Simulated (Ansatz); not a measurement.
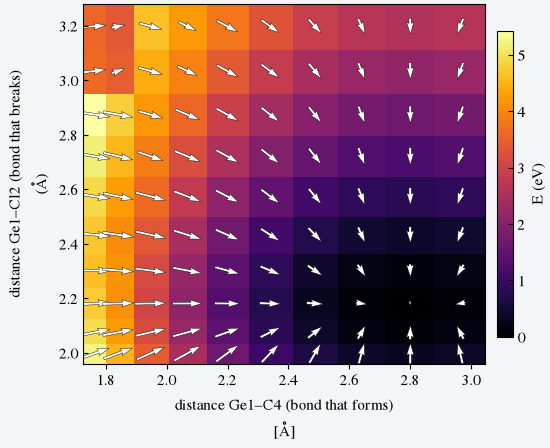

Energy landscape of the reacting system CH5ClGeO (fragments CH₅ClGeO where the first distance is long, CH₄GeO + ClH where the second is long). Coordinates scanned: (1) distance Ge1–C4 (bond that forms); (2) distance Ge1–Cl2 (bond that breaks). Relaxed at each point: all other coordinates. Grid: 10 × 10 points. Points are written as (first, second). Energies are in eV, from the lowest grid point. Energies and slopes of some neighbouring points disagree (a jump in structure or state, or too coarse a mesh). The reference is spin-restricted, so regions where a bond is pulled apart into radicals lie too high. Level of theory: RHF/def2-SVP in Ansatz.

In the figure: one coloured cell a grid point, arrows along the force (downhill), their lengths compressed. 

**Where are the lowest and the highest points?**

The lowest grid point is at (2.800 Å, 2.181 Å). The highest grid point, (1.764 Å, 2.874 Å), lies 5.42 eV above the lowest.

Grid values (eV):

```
second ↓, first →  1.764  1.841  1.947  2.068  2.199  2.340  2.487  2.640  2.800  2.964
            3.198   3.57   3.36   4.63   4.21   3.79   3.27   2.89   2.65   2.57   2.64
            3.034   3.63   3.43   4.41   3.93   3.38   2.84   2.45   2.22   2.14   2.21
            2.874   5.42   4.80   4.17   3.59   2.94   2.39   1.99   1.76   1.68   1.75
            2.721   5.15   4.53   3.88   3.19   2.50   1.93   1.53   1.30   1.22   1.29
            2.574   4.90   4.26   3.63   2.80   2.08   1.50   1.10   0.86   0.78   0.85
            2.433   4.71   4.04   3.33   2.45   1.70   1.12   0.71   0.48   0.40   0.46
            2.302   4.62   4.13   3.12   2.20   1.44   0.84   0.43   0.20   0.12   0.19
            2.181   4.76   4.09   3.05   2.11   1.33   0.73   0.32   0.08   0.00   0.07
            2.075   4.95   4.23   3.17   2.21   1.43   0.82   0.40   0.16   0.08   0.15
            1.998   5.24   4.49   3.43   2.46   1.66   1.05   0.63   0.39   0.31   0.38
```

The input of one point:

```yaml
crystal:
  periodic: [false, false, false]
  atoms:
    - { symbol: Ge, position_ang: [-0.272801, -0.766297, 1.127916] }
    - { symbol: Cl, position_ang: [1.657199, -0.125286, 1.91593] }
    - { symbol: O, position_ang: [-0.119288, -0.573362, -0.584669] }
    - { symbol: C, position_ang: [0.097637, 0.601, -1.287301] }
    - { symbol: H, position_ang: [1.058506, 0.988757, -0.906926] }
    - { symbol: H, position_ang: [-0.555668, -2.209451, 1.504742] }
    - { symbol: H, position_ang: [-1.273094, 0.311143, 1.532025] }
    - { symbol: H, position_ang: [-0.679998, 1.285377, -0.931016] }
    - { symbol: H, position_ang: [0.087609, 0.488214, -2.3708] }
basis:
  gaussian: { orbitals: def2-SVP }
hamiltonian:
  xc: hf
output:
  forces: true
relax:
  f_tol: 0.02
  max_steps: 50
  escape_saddle: false
  constraints: [{ distance: [0, 3] }, { distance: [0, 1] }]
scf:
  lower_state_search: "off"
```

Each point was launched as `ansatz run input.yaml --threads 1 --pin off --max-ram 2560MiB --backend cpu --events-out ev --progress --plain --runs-dir out`. The whole map (100 points run) took 32 min on 1 thread of Arm Neoverse V2, with other jobs on the host.
